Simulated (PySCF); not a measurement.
**InH2Cl (SMILES [H][In]([H])[Cl]): levels of theory compared**

We compute a comparison of 6 runs (B2PLYP/STO-3G, B3LYP/STO-3G, M06-2X/STO-3G, PBE0/STO-3G, BCCD(T)/STO-3G, QCISD(T)/STO-3G) of InH2Cl. The job is set up through a Python script.

Program for the calculation: PySCF 2.14.0.

3 further runs of the same task are left out: 3 set aside as unsound or not needed.

## 1. The molecule

The species is InH2Cl (4 atoms), meant as a singlet with charge 0. SMILES: `[H][In]([H])[Cl]`. The shape comes from GFN2-xTB, which is rough for such elements, and wasn't checked as a minimum.

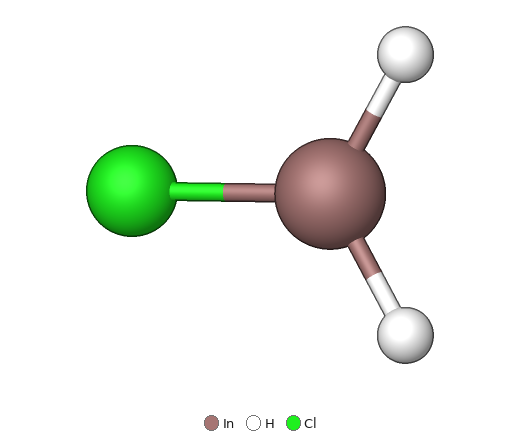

Viewed from a chosen angle; indium brown, hydrogen white, chlorine green.

## 2. A single-point energy at B2PLYP/STO-3G (run 1)

job.py reads:

```python
from pyscf import gto, dft, mp

mol = gto.Mole()
mol.atom = '''
In     0.070210     0.117850    -0.000370
H      1.783010     0.101380     0.011370
H     -0.755080     1.618480    -0.019870
Cl    -1.098140    -1.837720     0.008870
'''
mol.charge = 0
mol.basis = 'sto-3g'
mol.spin = 0
mol.verbose = 4
mol.max_memory = 1860
mol.build()

calc0 = dft.RKS(mol, xc='0.53*HF + 0.47*B88, 0.73*LYP')
calc0.conv_tol = 1e-10
calc0.grids.level = 5
calc0.kernel()
if not calc0.converged:
    calc0 = calc0.newton().run(calc0.mo_coeff, calc0.mo_occ)

pt = mp.MP2(calc0, frozen=23).run()
energy = calc0.e_tot + 0.27 * pt.e_corr
print('PT2 part  %.8f' % (0.27 * pt.e_corr))
print('Final energy', energy)
```

Launch:

```bash
$ OMP_NUM_THREADS=1 python job.py
```

Output:

```text
PySCF version 2.14.0

[... 70 lines left out ...]
converged SCF energy = -6140.65912939351
[... 1 line left out ...]
******** <class 'pyscf.mp.mp2.RMP2'> ********
nocc = 11, nmo = 15
frozen orbitals 23
E(RMP2) = -6140.70278761558  E_corr = -0.0436582220670874
E(SCS-RMP2) = -6140.70862449987  E_corr = -0.0494951063582143
E_corr(same-spin) = -0.00334010783341215
E_corr(oppo-spin) = -0.0403181142336752
PT2 part  -0.01178772
Final energy -6140.670917113473
```

Wall time 4.8 s (1 thread of Intel Xeon Platinum 8488C (Sapphire Rapids), shared host); peak memory 0.27 GiB.

## 3. A single-point energy at B3LYP/STO-3G (run 2)

job.py reads:

```python
from pyscf import gto, dft

mol = gto.M(
    atom='In 0.070210 0.117850 -0.000370; H 1.783010 0.101380 0.011370; H -0.755080 1.618480 -0.019870; Cl -1.098140 -1.837720 0.008870',
    spin=0,
    basis='sto-3g',
    verbose=3,
    max_memory=1860,
)

mf = dft.RKS(mol)
mf.xc = 'b3lyp'
mf.grids.level = 5
mf.conv_tol = 1e-10
mf.kernel()
if not mf.converged:
    mf = mf.newton().run(mf.mo_coeff, mf.mo_occ)

e_tot = mf.e_tot
print('E(%s) = %.9f' % ('B3LYP', e_tot))
```

Launch:

```bash
$ OMP_NUM_THREADS=1 python job.py
```

Output:

```text
converged SCF energy = -6141.29800911005
E(B3LYP) = -6141.298009110
```

Wall time 4.2 s (1 thread of Intel Xeon Platinum 8488C (Sapphire Rapids), shared host); peak memory 0.28 GiB.

Runs 3 to 5 aren't shown in full; the table further down has their settings and results.

## 4. A single-point energy at QCISD(T)/STO-3G (run 6)

job.py reads:

```python
from pyscf import gto, cc

molecule = gto.Mole()
molecule.atom = '''
In     0.132678     0.222704    -0.000699
H      3.369401     0.191580     0.021486
H     -1.426894     3.058484    -0.037549
Cl    -2.075184    -3.472787     0.016762
'''
molecule.max_memory = 1860
molecule.spin = 0
molecule.unit = 'bohr'
molecule.charge = 0
molecule.verbose = 4
molecule.basis = 'sto-3g'
molecule.build()

mf = molecule.RHF()
mf.conv_tol = 1e-10
mf.kernel()
if not mf.converged:
    mf = mf.newton().run(mf.mo_coeff, mf.mo_occ)

mycc = cc.QCISD(mf, frozen=23)
mycc.kernel()
e_t = mycc.qcisd_t()
e_final = mycc.e_tot + e_t
print('Final energy', e_final)
```

Launch:

```bash
$ OMP_NUM_THREADS=1 python job.py
```

Output:

```text
PySCF version 2.14.0

[... 54 lines left out ...]
converged SCF energy = -6138.69151320312
[... 11 lines left out ...]
Init t2, MP2 energy = -6138.72260164064  E_corr(MP2) -0.0310884375169058
[... 11 lines left out ...]
QCISD converged
[... 2 lines left out ...]
Final energy -6138.737406799714
```

It took 0.87 s on 1 thread of Intel Xeon Platinum 8488C (Sapphire Rapids), shared host; peak memory 0.12 GiB.

## 5. All runs side by side

```csv
run,level,frozen core orbitals,integration grid,energy (Eh),dipole moment (D) of the reference,HOMO energy (eV),LUMO energy (eV),wall time
1,B2PLYP/STO-3G,23,5,-6140.670917,2.49,-6.56,2.70,4.8 s
2,B3LYP/STO-3G,–,5,-6141.298009,2.23,-4.88,1.06,4.2 s
3,M06-2X/STO-3G,–,5,-6141.501642,2.41,-6.71,1.96,7.5 s
4,PBE0/STO-3G,–,5,-6140.894122,2.37,-5.19,1.34,4.5 s
5,BCCD(T)/STO-3G,23,–,-6138.737353,–,–,–,1.2 s
6,QCISD(T)/STO-3G,23,–,-6138.737407,2.76,-8.72,5.14,0.87 s
```

## 6. Outcome

| quantity | value |
| --- | --- |
| run 6: total energy | -6138.73741 Eh |
| run 6: dipole moment (Hartree–Fock density) | 2.76 D |
| run 6: HOMO energy (Hartree–Fock orbitals) | -8.72 eV |
| run 6: LUMO energy (Hartree–Fock orbitals) | 5.14 eV |
| run 6: HOMO–LUMO gap (Hartree–Fock orbitals) | 13.87 eV |
| run 6: correlation energy (23 core orbitals frozen) | -45.9 mEh |
| run 6: (T) correction | -0.73 mEh |
| run 6: T1 diagnostic | 0.007 |

**Reading.** Over runs 1, 2, 3, 4 the dipole moment (its size) runs from 2.23 D (B3LYP/STO-3G) to 2.49 D (B2PLYP/STO-3G). A double hybrid's value is that of its SCF part. Over runs 1, 2, 3, 4 the HOMO–LUMO gap runs from 5.94 eV (B3LYP/STO-3G) to 9.26 eV (B2PLYP/STO-3G). Totals of different functionals can't be ranked against each other. In runs 1, 2, 3, 4, 5, 6 the basis is minimal, so the values are rough. In runs 1, 2, 3, 4, 5, 6 relativity is left out where basis or elements ask for it. All runs together took 23 s, the longest 7.5 s.
